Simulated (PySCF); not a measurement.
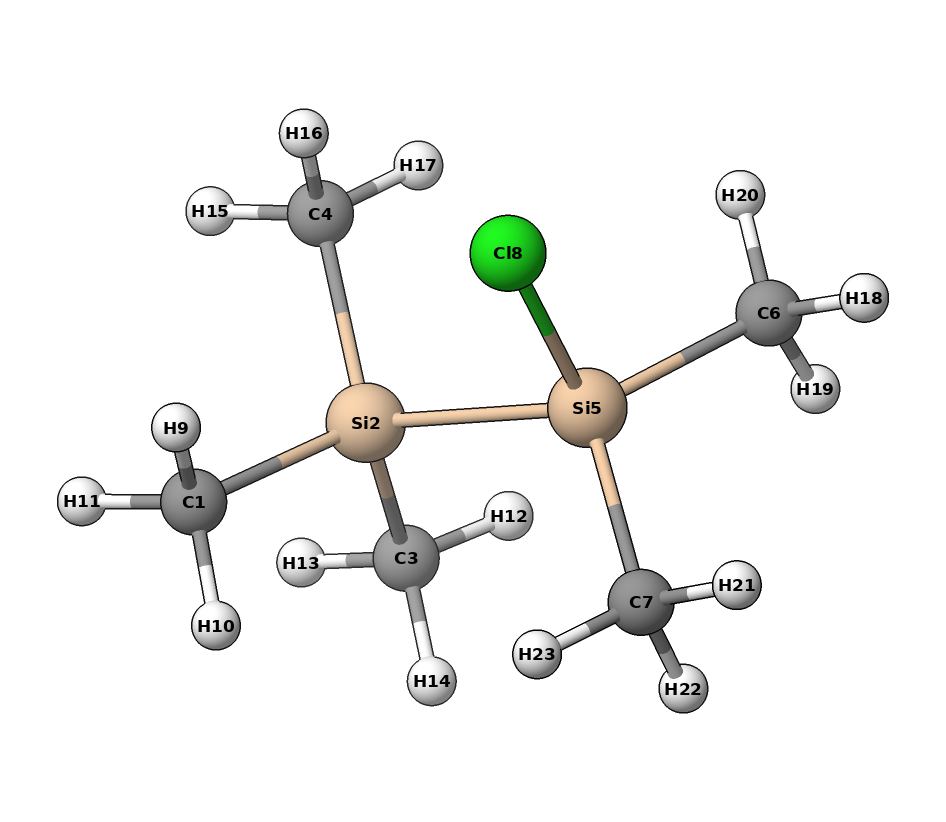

The computed structure is the end point of a PBE0-D3(BJ)/def2-SVP optimisation. No frequency run is at hand to confirm it as a minimum. Properties computed with delta-SCF UKS SCAN, pcX-2 on the ionised atom, pcseg-1 elsewhere, spin-free X2C (PySCF 2.14.0).

Give the core-electron binding energies (to vacuum; p and d levels without spin–orbit splitting) of C1 1s, Si2 1s, Si2 2p, Si5 1s, Si5 2p, C6 1s, Cl8 1s, Cl8 2p.

```
atom  level  binding energy (eV)
  C1     1s                289.8
 Si2     1s               1845.4
 Si2     2p                105.9
 Si5     1s               1846.3
 Si5     2p                106.7
  C6     1s                290.1
 Cl8     1s               2827.6
 Cl8     2p                205.6
```
